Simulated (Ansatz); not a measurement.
**Run report: CH7BFNO, nudged elastic band (part 2 of 2)**

Continued. System: CH7BFNO. Method: RKS r2SCAN-D4/6-31G* (Ansatz 0.2.0). The run did not end well. One setting was made poor on purpose. It belongs to a series of runs on one base structure; here: band between the two ends.

Geometry of the input (Å):
```
B  -0.0052  0.1116  -0.0413
F  0.1496  -0.7818  1.0222
O  1.1490  0.2585  -0.8592
H  1.8763  -0.2186  -0.4342
H  -1.0584  0.0327  -0.6486
N  -0.1690  1.6002  0.7896
H  0.6575  1.7013  1.3835
C  -0.2915  2.7504  -0.1294
H  -1.1925  2.6063  -0.7307
H  -0.3462  3.7037  0.4069
H  0.5767  2.7274  -0.7911
H  -0.9755  1.5390  1.4144
```

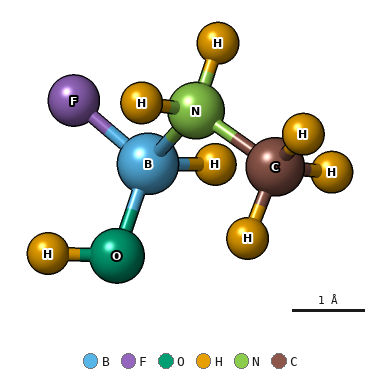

Fig. 1: The input geometry (ball-and-stick view, seen at a tilt).

```
Unfinished report: {"positions_ang":[[0.22554234126328163,0.44813138959529164,-0.250563681275607],[-0.5278166626034161,-0.19166070739562457,1.7295774321894752],[1.4157136461380317,-0.2233850637989881,-0.3077603885830394],[1.3088356062040625,-1.0536351805055986,-0.791213622250506],[-0.7155104994897536,0.23666622478202975,-0.9623049446340799],[0.2502649144559742,1.7024165244742697,0.5154393864553353],[1.1949060069532376,1.9345820029895318,0.8121237495618263],[-0.45028564653051967,2.859524099740181,-0.09208280442975003],[-0.7843730234229146,2.639622027343507,-1.1100828156039881],[-1.3328626762471838,3.164852052328536,0.47846569359916297],[0.22857443636308095,3.716522887348941,-0.1443362892533368],[-0.4421874530838808,0.7970627430979227,1.5048372842245072]],"unchecked":["starts","cluster_reference","orbital_swaps","neighbouring_geometries","increment"],"mean_field":{"relativity":"none","state":{"energy":{"ev":-8078.44341724627,"hartree":-296.87731981818246},"converged":true,"gradient_ev":0.000012539241196373707,"stability":{"kind":"minimum","curvature_ev":86.7111711363448},"curvature_floor_ev":0.00030000000000000003,"spin_squared":2.1316282072803006e-14},"others":[],"fillings":{"estimated":0,"unestimated":0,"tried":0,"untried":0,"excluded_magnetic_sites":0},"n_dropped_functions":0,"n_trapped_functions":0,"passes":{"evaluations":4,"products":25},"factors":{"origin":"density fitting in generated functions","count":1071,"bound_ev":null},"gradient_stop_ev":0.00009,"reference_kind":"stationary","functional":{"name":"r2SCAN","citations":["Furness, Kaplan, Ning, Perdew & Sun, J. Phys. Chem. Lett. 11, 8208 (2020) doi:10.1021/acs.jpclett.0c02405","Furness, Kaplan, Ning, Perdew & Sun, J. Phys. Chem. Lett. 11, 9248 (2020) doi:10.1021/acs.jpclett.0c03077"],"text":"name \"r2SCAN\"\ncite \"Furness, Kaplan, Ning, Perdew & Sun, J. Phys. Chem. Lett. 11, 8208 (2020) doi:10.1021/acs.jpclett.0c02405\"\ncite \"Furness, Kaplan, Ning, Perdew & Sun, J. Phys. Chem. Lett. 11, 9248 (2020) doi:10.1021/acs.jpclett.0c03077\"\nparent r2scan\nparameter k0 = 0.174\nparameter k1 = 0.065\nparameter a1 = 4.9479\nexchange = r2scan_x(k0 = k0, k1 = k1, a1 = a1)\ncorrelation = r2scan_c\n","parameters":{"a1":{"value":4.9479,"default":4.9479},"k0":{"value":0.174,"default":0.174},"k1":{"value":0.065,"default":0.065}},"final_grid":{"core_spheres":27.0,"valence_spheres":18.0,"degree":36.0},"final_grid_parameter_source":"default","radial_points_factor":1.0,"radial_grid_error_ev":0.00004202825166463307,"grid_sensitivity":"normal","grid_sensitivity_ratio":0.004213694444324409},"unsmoothed_excess_ev":-6.224985766479398e-6,"symmetry":{"irreps":["A"],"axes":[[0.9998367279536841,0.003690350327248955,0.017688944268468957],[-0.003724055226146781,0.9999913118651528,0.001872860615022042],[-0.017681879072752312,-0.0019384294345849737,0.9998417843057888]],"occupied":[{"A":21},{"A":21}]},"density_repulsion":{"missed_ev":0.00011706057431030937,"excess_ev":0.00011706057431030937,"most_excess_ev":0.0005459999999999999,"are_drawn_again":false,"n_first_factors":1071,"energy_change_ev":0.0,"n_dropped_ends":0},"direct_passes":"host"},"factors":{"origin":"density fitting in generated functions","count":1071,"bound_ev":null},"n_frozen":0,"n_occupied":[21,21],"n_virtual":[68,68],"reference":{"ev":-8078.44341724627,"hartree":-296.87731981818246},"dispersion":{"energy":{"ev":-0.046528257311118766,"hartree":-0.0017098819181980785},"switches_in_reach":[]},"total":{"ev":-8078.489945503581,"hartree":-296.87902970010066},"forces_ev_per_angstrom":[[0.5756525316914829,0.18599361677168902,-0.08181106663494395],[-0.4450983335613605,0.16631792182994126,0.14948986561055844],[-0.2473960665903943,-0.10969211992422899,-0.10184340019501781],[0.08267112014393471,-0.0445023268430888,0.018089557317494356],[-0.024675380366842574,-0.15371430942253447,0.11284345291438293],[-0.36741647663782206,0.5734529114542534,-0.8785174250216963],[-0.037987885268742874,-0.004803708252621748,0.15346179651104885],[0.20050887773648968,0.10829167408712442,0.1111871634955355],[0.03695641042568536,-0.07722217885330998,-0.038628838486543984],[-0.006353648230028476,-0.06675178725611589,0.18808872179241012],[-0.02452218512467074,0.04051629217392846,-0.004409882396972232],[0.257661035785406,-0.6178859857703105,0.3720500551011264]],"charge_distribution":{"dipole_moment_e_ang":[0.12217564715503483,0.402184340991471,-0.40296526026714685],"mulliken_charges_e":[0.37636019254870945,-0.47932694289741207,-0.5657245155014117,0.42890713085040344,-0.05341615115117615,-0.7294349776887064,0.3559342526685887,-0.37268494991549694,0.18805897462671872,0.1876161598007331,0.1810732587345958,0.4826375679244903],"lowdin_charges_e":[-0.38838630735526447,-0.32443914890163406,-0.10722278535156704,0.32315987927347445,0.0005647524554381889,-0.22632192932999917,0.2646747271513583,-0.25002947325434377,0.1292615552124654,0.11725521411784834,0.12329193413311146,0.338191581849127]},"n_threads":2,"memory_gib":2.556818182580173,"seconds":{"hamiltonian":2.48457636,"orbitals":0.0,"second_order":0.0,"solver_start":0.0,"cycles":0.0,"cycle":0.0,"perturbative":0.0,"full_ci_increment":0.0,"forces":0.0}}
this run last wrote the band of iteration 10 to [file]
Error: NEB band did not converge after 10 iterations: max|band force component| = 1.64e0 eV/Å (threshold 5.0e-2); raise `neb.max_iterations` in a new run, which can start from the last band evaluated (`neb.initial_path`, with `crystal.atoms` and `neb.final_atoms` set to its first and last images), add images, or start from endpoints closer to local minima. Where this run's directory can be resumed (`checkpoint.write`), a resume goes on for up to `neb.max_iterations` more; to start a new run from the last band, take its images' positions from the `neb_iteration` event of iteration 10 (`data.images[].positions_ang`), in the event stream of the run that computed that iteration (not this run's, if it was resumed behind it). With `checkpoint.write`, `steps/00-neb/state/checkpoint.json` in the run directory holds the last saved band, under `neb.evaluated.images[].positions_ang` (a band under a hybrid functional on support functions is neither saved nor resumed: `neb.initial_path` says where its path is): check the last entry of `neb.iterations` there, which is earlier than 10 if that iteration was not saved or its write failed. If the band's step has no `state` directory and holds `state.next`, a write was cut short, and the file is under `state.next` instead (behind a loss of power it can be under `state.prev`)
this run wrote the band of iteration 10 to [file] as well, whether or not its events were kept: a new run's `neb.initial_path` can list its `images[].positions_ang`
a run's events are kept only if it was started with --events-out <file>, and are in that file
```

The last band as extended XYZ (Å, eV, eV/Å):
```
12
Properties=species:S:1:pos:R:3:forces:R:3 image=0 energy=-8079.86961
B    -0.0052    0.1116   -0.0413    0.0010  -0.0278  -0.0149
F     0.1496   -0.7818    1.0222    0.0019   0.0220  -0.0121
O     1.1490    0.2585   -0.8592   -0.0071  -0.0048   0.0289
H     1.8763   -0.2186   -0.4342   -0.0087   0.0121  -0.0066
H    -1.0584    0.0327   -0.6486   -0.0068  -0.0004  -0.0028
N    -0.1690    1.6002    0.7896    0.0134  -0.0033   0.0120
H     0.6575    1.7013    1.3835   -0.0016   0.0132  -0.0036
C    -0.2915    2.7504   -0.1294    0.0009   0.0009   0.0153
H    -1.1925    2.6063   -0.7307    0.0018  -0.0022  -0.0058
H    -0.3462    3.7037    0.4069   -0.0014  -0.0050   0.0022
H     0.5767    2.7274   -0.7911    0.0028  -0.0041  -0.0040
H    -0.9755    1.5390    1.4144    0.0037  -0.0004  -0.0086
12
Properties=species:S:1:pos:R:3:forces:R:3 image=1 energy=-8079.83994
B     0.0525    0.1614    0.0420    0.0913   0.0137  -0.0541
F     0.0415   -0.7410    1.1106   -0.0341  -0.0207   0.0650
O     1.3242    0.2946   -0.6041   -0.0366  -0.0140   0.0578
H     1.6214   -0.5949   -0.8431    0.0230   0.0989  -0.0456
H    -0.9419    0.0712   -0.6671   -0.0522  -0.0284  -0.0077
N    -0.1130    1.6379    0.7902    0.0132  -0.0561   0.0114
H     0.7412    1.7707    1.3369    0.0050   0.0126   0.0059
C    -0.3319    2.7760   -0.1296    0.0060  -0.0339  -0.0158
H    -1.0523    2.4571   -0.8869   -0.0259   0.0100   0.0218
H    -0.7063    3.6578    0.3990    0.0471   0.0287   0.0145
H     0.6156    3.0008   -0.6215    0.0085  -0.0338  -0.0278
H    -0.8804    1.5391    1.4557   -0.0453   0.0231  -0.0255
12
Properties=species:S:1:pos:R:3:forces:R:3 image=2 energy=-8079.75276
B     0.0468    0.1384    0.0948   -0.0247  -0.1159  -0.0924
F    -0.1912   -0.6681    1.2186    0.0646  -0.0235   0.0082
O     1.3757    0.1009   -0.4267    0.0376   0.0246  -0.0240
H     1.4492   -0.6104   -1.0764   -0.0038   0.0544   0.0460
H    -0.8664    0.0862   -0.7199   -0.0409   0.0296   0.0170
N    -0.0094    1.6581    0.7697   -0.0231  -0.0362   0.0538
H     0.9170    1.7885    1.1812   -0.0071  -0.0046   0.0453
C    -0.3567    2.7869   -0.1275    0.0060   0.0328  -0.0871
H    -0.7793    2.3723   -1.0461   -0.0210   0.0134   0.0196
H    -1.0880    3.4491    0.3452    0.0460   0.0131  -0.0001
H     0.5406    3.3580   -0.3729    0.0107  -0.0334  -0.0235
H    -0.6675    1.5709    1.5421   -0.0444   0.0457   0.0372
12
Properties=species:S:1:pos:R:3:forces:R:3 image=3 energy=-8079.73829
B    -0.0240    0.1417    0.1067    0.0894  -0.0912  -0.1069
F    -0.3398   -0.6850    1.1867    0.0327   0.1205   0.0589
O     1.3241    0.0259   -0.3839   -0.0627  -0.0549  -0.0707
H     1.3802   -0.6992   -1.0203   -0.0078   0.0415   0.0500
H    -0.9070    0.1768   -0.7386   -0.0651   0.0275   0.0335
N     0.0904    1.6814    0.7650   -0.2277  -0.0144  -0.0399
H     1.0984    1.7522    0.9142    0.0344   0.0284   0.0773
C    -0.3815    2.7870   -0.1173    0.1484  -0.0463   0.1219
H    -0.4477    2.4032   -1.1388    0.0910   0.0369   0.0435
H    -1.3745    3.1176    0.1992    0.0336  -0.0654  -0.0009
H     0.3171    3.6298   -0.0719   -0.1273   0.0047  -0.0320
H    -0.3650    1.6993    1.6811    0.0610   0.0127  -0.1347
12
Properties=species:S:1:pos:R:3:forces:R:3 image=4 energy=-8079.41715
B     0.0641    0.1850    0.0141    0.0857  -0.3800  -0.0178
F    -0.4444   -0.3910    1.2361   -0.1725  -0.6100  -0.3338
O     1.3850   -0.2200   -0.2983    0.1469   0.0605  -0.0439
H     1.3450   -1.0112   -0.8480    0.0689  -0.0266  -0.0331
H    -0.7390    0.2045   -0.8949   -0.2238  -0.0758  -0.0028
N     0.1856    1.6959    0.6239    0.8075   0.9849  -1.4682
H     1.1741    1.8716    0.8473   -0.3816  -0.1579   0.0662
C    -0.4522    2.8638   -0.0507    0.2055  -0.0983   0.0333
H    -0.6987    2.6185   -1.0869    0.0519  -0.1710   0.0501
H    -1.3661    3.1395    0.4734   -0.1102  -0.0042   0.0565
H     0.2233    3.7228   -0.0491    0.0184  -0.0097   0.0749
H    -0.3059    1.3515    1.4154   -0.4967   0.4882   1.6186
12
Properties=species:S:1:pos:R:3:forces:R:3 image=5 energy=-8078.48994
B     0.2255    0.4481   -0.2506    0.5757   0.1860  -0.0818
F    -0.5278   -0.1917    1.7296   -0.4451   0.1663   0.1495
O     1.4157   -0.2234   -0.3078   -0.2474  -0.1097  -0.1018
H     1.3088   -1.0536   -0.7912    0.0827  -0.0445   0.0181
H    -0.7155    0.2367   -0.9623   -0.0247  -0.1537   0.1128
N     0.2503    1.7024    0.5154   -0.3674   0.5735  -0.8785
H     1.1949    1.9346    0.8121   -0.0380  -0.0048   0.1535
C    -0.4503    2.8595   -0.0921    0.2005   0.1083   0.1112
H    -0.7844    2.6396   -1.1101    0.0370  -0.0772  -0.0386
H    -1.3329    3.1649    0.4785   -0.0064  -0.0668   0.1881
H     0.2286    3.7165   -0.1443   -0.0245   0.0405  -0.0044
H    -0.4422    0.7971    1.5048    0.2577  -0.6179   0.3720
12
Properties=species:S:1:pos:R:3:forces:R:3 image=6 energy=-8078.82261
B     0.3843    0.5091   -0.4190   -0.0059  -0.0057   0.0055
F    -0.7827   -0.1098    1.9503   -0.0917  -0.0236   0.0651
O     1.4694   -0.3015   -0.2529    0.0014  -0.0033   0.0126
H     1.3293   -1.1519   -0.6889    0.0303  -0.0116   0.0234
H    -0.5433    0.2347   -1.1306    0.0323   0.0163  -0.0498
N     0.3533    1.7430    0.2999    0.0175  -0.0317  -0.0613
H     1.1882    1.9915    0.8238    0.0008  -0.0040  -0.0113
C    -0.4739    2.8792   -0.0957    0.0207   0.0773   0.0035
H    -1.0511    2.6091   -0.9839   -0.0544  -0.0140   0.0224
H    -1.1757    3.1866    0.6903    0.0250  -0.0165   0.0568
H     0.1517    3.7433   -0.3526   -0.0211   0.0007  -0.0241
H    -0.4788    0.6974    1.5414    0.0451   0.0160  -0.0428
12
Properties=species:S:1:pos:R:3:forces:R:3 image=7 energy=-8078.87342
B     0.4667    0.5015   -0.4473    0.0091  -0.0003   0.0007
F    -1.0755    0.0820    1.8597   -0.0176   0.0040  -0.0010
O     1.5385   -0.3102   -0.2029    0.0091   0.0000   0.0077
H     1.4443   -1.1612   -0.6489   -0.0039   0.0022  -0.0035
H    -0.4166    0.2222   -1.2103    0.0014   0.0007  -0.0025
N     0.4088    1.7337    0.2676   -0.0026  -0.0015  -0.0128
H     1.2335    1.9978    0.8002    0.0010   0.0031   0.0004
C    -0.4880    2.8375   -0.0546    0.0027  -0.0052   0.0025
H    -1.2933    2.4590   -0.6904   -0.0059  -0.0034   0.0130
H    -0.9379    3.2665    0.8496    0.0083   0.0027   0.0071
H     0.0306    3.6386   -0.5985   -0.0058  -0.0041  -0.0056
H    -0.5402    0.7634    1.4578    0.0042   0.0019  -0.0060
12
Properties=species:S:1:pos:R:3:forces:R:3 image=8 energy=-8078.88469
B     0.5519    0.4719   -0.4625    0.0093  -0.0036  -0.0122
F    -1.4152    0.4983    1.7644    0.0124   0.0066  -0.0046
O     1.6534   -0.3126   -0.2523   -0.0034   0.0036   0.0046
H     1.5840   -1.1470   -0.7329   -0.0011  -0.0025  -0.0015
H    -0.3440    0.1621   -1.1987   -0.0010   0.0008   0.0043
N     0.4710    1.6928    0.2646   -0.0103   0.0048   0.0020
H     1.3004    1.9941    0.7687    0.0035   0.0005  -0.0002
C    -0.5047    2.7473    0.0021    0.0048   0.0001   0.0022
H    -1.3862    2.2978   -0.4618   -0.0005  -0.0019   0.0002
H    -0.8234    3.2238    0.9364   -0.0016  -0.0018   0.0000
H    -0.1062    3.5185   -0.6703    0.0011  -0.0006  -0.0004
H    -0.6101    0.8837    1.4244   -0.0131  -0.0061   0.0055
```
